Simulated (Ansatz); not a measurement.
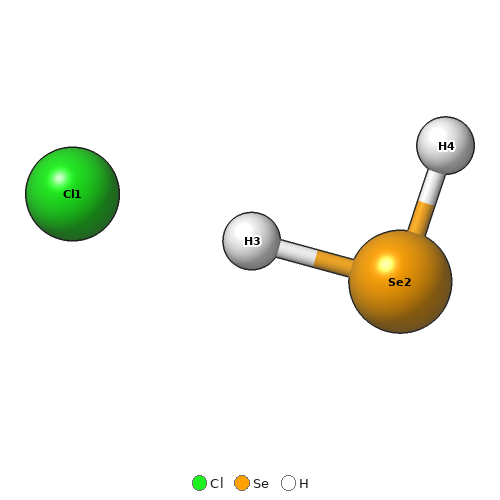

The system is the pair Cl···H₂Se, charge −1; the picture shows the reference structure. First axis: separation of H3 and Cl1 along their line in the relaxed pair. Second axis: sideways slip of Cl1. Nothing is relaxed (both partners rigid). Grid: 11 × 11 points. Points are written as (first, second). Energies are in kJ/mol, from the ion and the molecule far apart, frozen as in the relaxed pair, each in its own basis (no counterpoise correction). Theory: Ansatz, RKS CAM-B3LYP-D4/def2-TZVPD.

Its coordinates:

```xyz
4

Cl    0.9998   -0.6202   -1.9251
Se   -0.8231    0.6984    0.7092
H     0.0085    0.0946   -0.4821
H    -0.1853   -0.1729    1.6981
```

Range: separation of H3 and Cl1 along their line in the relaxed pair from 1.588 to 4.188 Å; sideways slip of Cl1 from −3.0 to 3.0 Å.

What landscape does the calculation give?

The lowest grid point is at (1.862 Å, 0.0 Å), −70.5 kJ/mol from the ion and the molecule far apart, frozen as in the relaxed pair, each in its own basis (no counterpoise correction). No other kind of well shows on this grid. The highest grid point, (4.188 Å, −3.0 Å), lies 63.1 kJ/mol above the lowest. Round the minimum the two coordinates are nearly uncoupled.

```csv
"second ↓, first →",1.588,1.692,1.862,2.070,2.309,2.574,2.860,3.166,3.491,3.832,4.188
3.0,−26.9,−25.9,−24.2,−22.2,−20.0,−17.8,−15.7,−13.7,−11.9,−10.4,−9.0
2.4,−34.9,−34.0,−32.1,−29.5,−26.5,−23.2,−20.0,−17.1,−14.5,−12.3,−10.4
1.8,−44.3,−44.1,−42.6,−39.6,−35.2,−30.3,−25.5,−21.2,−17.4,−14.4,−11.9
1.2,−53.5,−55.5,−55.4,−51.8,−45.8,−38.7,−31.8,−25.6,−20.5,−16.5,−13.3
0.6,−56.8,−63.3,−66.4,−63.1,−55.5,−46.1,−37.1,−29.2,−22.9,−18.0,−14.3
0.0,−54.2,−64.7,−70.5,−67.8,−59.5,−49.1,−39.1,−30.5,−23.7,−18.5,−14.6
−0.6,−57.0,−63.5,−66.5,−63.1,−55.3,−45.9,−36.8,−28.9,−22.5,−17.7,−14.0
−1.2,−54.3,−55.9,−55.4,−51.5,−45.3,−38.1,−31.0,−24.9,−19.8,−15.8,−12.7
−1.8,−44.1,−43.6,−41.7,−38.3,−33.9,−29.0,−24.2,−19.9,−16.3,−13.3,−11.0
−2.4,−32.2,−31.2,−29.4,−26.9,−24.0,−21.0,−18.0,−15.2,−12.8,−10.8,−9.1
−3.0,−21.9,−21.1,−19.9,−18.3,−16.6,−14.8,−13.0,−11.4,−9.9,−8.5,−7.4
```

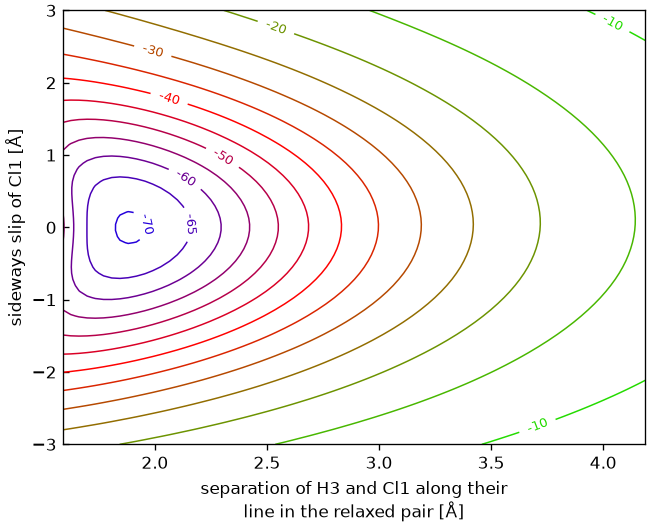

Drawn: contour lines labelled in kJ/mol. Between grid points the surface is interpolated.

Time for the 121 points that were run: 16 min on 1 thread of Arm Neoverse N1 (shared host).
